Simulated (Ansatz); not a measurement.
# C2H3F3S (methyl(trifluoromethyl) sulfide) at SVWN5/cc-pVDZ

Aim: the vertical ionisation energy of C2H3F3S (methyl(trifluoromethyl) sulfide) at SVWN5/cc-pVDZ, from 2 runs. 

Program for the calculation: Ansatz 0.2.0.

54 further runs of the same task are left out: 54 set aside as unsound or not needed. Runs told in other sessions of the task aren't counted.

**1. The system as given**

The species is C2H3F3S (9 atoms), meant as a singlet with charge 0. As SMILES, `CSC(F)(F)F`. Geometry: relaxed at PBE0-D4/def2-TZVP.

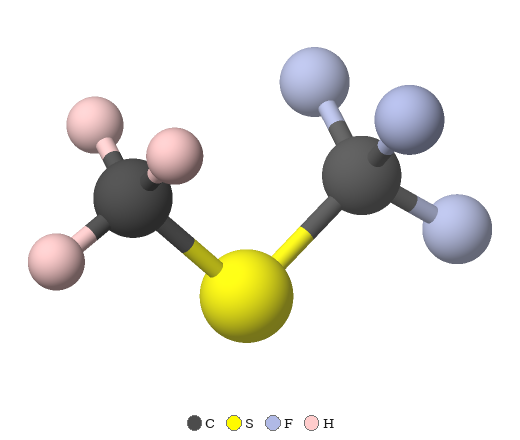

Viewed from a chosen angle; carbon dark grey, sulfur yellow, fluorine light blue, hydrogen pink.

**2. The energy at SVWN5/cc-pVDZ**

File in.yaml:

```yaml
crystal:
  periodic: [false, false, false]
  atoms:
    - {symbol: C, position_ang: [-0.264600, -1.100100, 0.810100]}
    - {symbol: S, position_ang: [1.180700, -0.334500, 0.060100]}
    - {symbol: C, position_ang: [0.352400, 1.022800, -0.776800]}
    - {symbol: F, position_ang: [-0.550100, 0.609400, -1.673600]}
    - {symbol: F, position_ang: [1.270600, 1.742000, -1.418200]}
    - {symbol: F, position_ang: [-0.296500, 1.835600, 0.064500]}
    - {symbol: H, position_ang: [0.112500, -1.958300, 1.366300]}
    - {symbol: H, position_ang: [-0.961900, -1.447400, 0.049200]}
    - {symbol: H, position_ang: [-0.754400, -0.415800, 1.501300]}
basis:
  gaussian:
    orbitals: cc-pVDZ
magnetization:
  spin_polarized: false
hamiltonian:
  xc: {name: SVWN5}
accuracy: high
output: {orbitals: {seedname: orbitals}}
```

Run with:

```bash
$ ansatz run in.yaml --threads 1 --pin off --max-ram 2610MiB --events-out events.jsonl --progress --plain --runs-dir runs
```

The program printed:

```text
Warning: RAYON_NUM_THREADS=1 ignored (pool sized by the plan → 1); use --threads N
Functional definition: SVWN5
  name "SVWN5"
  exchange = slater_x
  correlation = vwn5_c
2387 factors; integrals over basis functions are off by at most 3.8e-9 eV
mean field evaluation 1: about -20994.8940 eV, gradient 5.5e1 eV
mean field evaluation 2: about -20984.3209 eV, gradient 8.5e1 eV
mean field evaluation 4: about -21001.1912 eV, gradient 4.7e0 eV
mean field evaluation 8: about -21001.2288 eV, gradient 2.6e-1 eV
mean field evaluation 16: about -21001.2289 eV, gradient 1.4e-5 eV
mean field -21001.22893886 eV, -771.7809283589 hartree, gradient 2.8e-8 eV, S^2 0.000000; 0 other end points of the search recorded, 0 dependent functions left out
reference -21001.22894123 eV, -771.7809284460 hartree; 29, 29 occupied and 74, 74 virtual orbitals, 2387 factors
Total energy: -21001.22894123 eV, -771.7809284460 hartree
```

Run time: 6.9 s. Hardware: 1 thread of Arm Neoverse V2, shared host; peak memory 0.29 GiB.

**3. The doublet cation**

File molecule.yaml:

```yaml
crystal:
  periodic: [false, false, false]
  atoms:
    - {symbol: C, position_ang: [-0.264600, -1.100100, 0.810100]}
    - {symbol: S, position_ang: [1.180700, -0.334500, 0.060100]}
    - {symbol: C, position_ang: [0.352400, 1.022800, -0.776800]}
    - {symbol: F, position_ang: [-0.550100, 0.609400, -1.673600]}
    - {symbol: F, position_ang: [1.270600, 1.742000, -1.418200]}
    - {symbol: F, position_ang: [-0.296500, 1.835600, 0.064500]}
    - {symbol: H, position_ang: [0.112500, -1.958300, 1.366300]}
    - {symbol: H, position_ang: [-0.961900, -1.447400, 0.049200]}
    - {symbol: H, position_ang: [-0.754400, -0.415800, 1.501300]}
basis:
  gaussian:
    orbitals: cc-pVDZ
hamiltonian:
  xc: {name: SVWN5}
magnetization:
  spin_polarized: true
  initial_magnetization: 1
total_charge: 1
accuracy: high
output: {orbitals: {seedname: orbitals}}
```

Run with:

```bash
$ ansatz run molecule.yaml --threads 1 --pin off --max-ram 2610MiB --events-out events.jsonl --progress --plain --runs-dir runs
```

The program printed:

```text
Warning: RAYON_NUM_THREADS=1 ignored (pool sized by the plan → 1); use --threads N
[... 4 set-up lines as earlier in the session ...]
2389 factors; integrals over basis functions are off by at most 3.8e-9 eV
mean field evaluation 1: about -20978.5783 eV, gradient 5.8e1 eV
mean field evaluation 2: about -20930.9390 eV, gradient 1.2e2 eV
mean field evaluation 4: about -20991.1358 eV, gradient 8.4e0 eV
mean field evaluation 8: about -20991.4420 eV, gradient 3.2e-1 eV
mean field evaluation 16: about -20991.4425 eV, gradient 1.2e-4 eV
mean field evaluation 32: about -20991.2445 eV, gradient 5.5e0 eV
mean field -20991.44247451 eV, -771.4212824277 hartree, gradient 2.2e-8 eV, S^2 0.751445; 2 other end points of the search recorded, 0 dependent functions left out
reference -20991.44247687 eV, -771.4212825142 hartree; 29, 28 occupied and 74, 75 virtual orbitals, 2389 factors
Total energy: -20991.44247687 eV, -771.4212825142 hartree
```

Wall time 10 s (1 thread of Arm Neoverse V2, shared host); peak memory 0.34 GiB.

**4. Results**

At SVWN5/cc-pVDZ:

```
                                          quantity          value
                     singlet C2H3F3S: total energy  -771.78093 Eh
                      singlet C2H3F3S: HOMO energy       -6.04 eV
                      singlet C2H3F3S: LUMO energy       -0.57 eV
                    singlet C2H3F3S: HOMO–LUMO gap        5.48 eV
                      doublet cation: total energy  -771.42128 Eh
doublet cation: HOMO energy (highest over α and β)      -14.51 eV
 doublet cation: LUMO energy (lowest over α and β)      -13.45 eV
                              doublet cation: ⟨S²⟩          0.751
vertical ionisation energy (to the doublet cation)       9.786 eV
```

**Reading.** Removing an electron at fixed nuclei costs 9.79 eV (944 kJ/mol). −ε(HOMO) before ionisation, 6.04 eV, is 3.74 eV below this ionisation energy.
